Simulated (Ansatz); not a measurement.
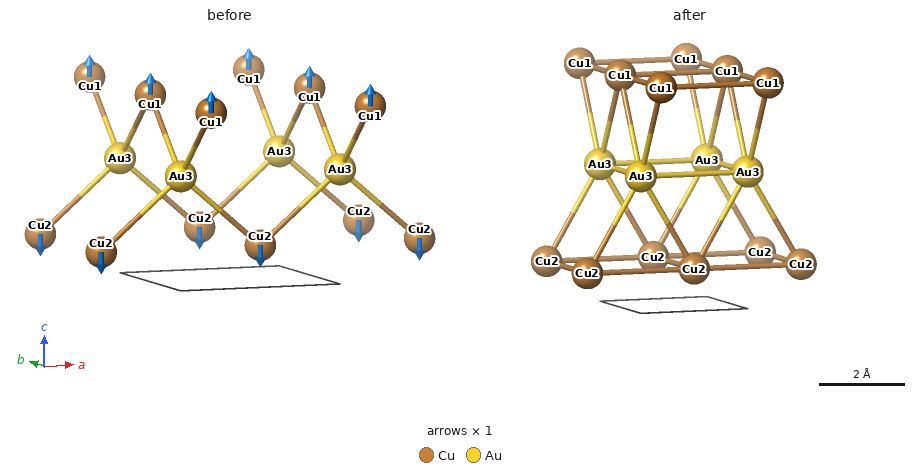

The structure of a free-standing layer of Cu$_{2}$Au (a generated structure, set up in P-4m2) (coarse preliminary run) before (left) and after (right) a relaxation, at one scale. The blue arrows give the displacements (the part carried along by the change of the cell is left out), at their true length.

The picture is a ball-and-stick view of the cell of the calculation, outlined in the plane, without the vacuum, seen slightly off an axis.

The calculation used DFT PBE, scalar-relativistic, plane waves, PAW in Ansatz 0.2.0.

Input
```yaml
crystal:
  lattice:
    - [4.01278739, 0.0, 0.0]
    - [0.0, 4.01278739, 0.0]
    - [0.0, 0.0, 18.0]
  atoms:
    - { symbol: Cu, position: [0.0, 0.5, 0.59529839] }
    - { symbol: Cu, position: [0.5, 0.0, 0.40470161] }
    - { symbol: Au, position: [0.0, 0.0, 0.5] }
  periodic: [true, true, false]
basis:
  ecutwfc: 420
kpoints:
  mp_grid: { grid: [4, 4, 1] }
hamiltonian:
  xc: pbe
scf:
  occupations: { method: gaussian, width: 0.1 }
  lower_state_search: "off"
output:
  forces: true
  stress: true
  eigenvalues: true
relax:
  adjacent_minimum: "off"
  f_tol: 0.04
  max_steps: 70
  cell: { stress_2d_tol: 0.16 }
```

Launched with:
```bash
ansatz run input.yaml --threads 1 --pin off --max-ram 2560MiB --backend cpu --events-out ev --progress --plain --runs-dir out
```

Question: Summarise the run.

Answer: The run failed before the relaxation converged. After 8 geometry steps the energy has fallen by 846 meV per atom. Largest force component: 0.9 eV/Å at the start, 0.38 eV/Å at the end. The largest moves, 0.53 Å, are those of Cu1 and Cu2. Cu1 goes along the normal (+c). Au stays in place. In the plane the drawn cell goes a 4.013 → 2.693 Å (−32.9 %), b 4.013 → 2.693 Å (−32.9 %). Some distances before and after: Au3–Au3 4.013 → 2.693 Å, Cu1–Cu1 4.013 → 2.693 Å, Cu1–Au3 2.640 → 2.620 Å. Among the angles between lasting bonds that change: Cu1–Au3–Cu1 98.9° → 61.8°, Au3–Cu1–Au3 98.9° → 61.8°, Cu1–Au3–Cu2 115.0° → 137.4°. The program noted that it reset the height of the cell.

Limits of the set-up: the k-point mesh is coarse for a cell with partly filled bands.
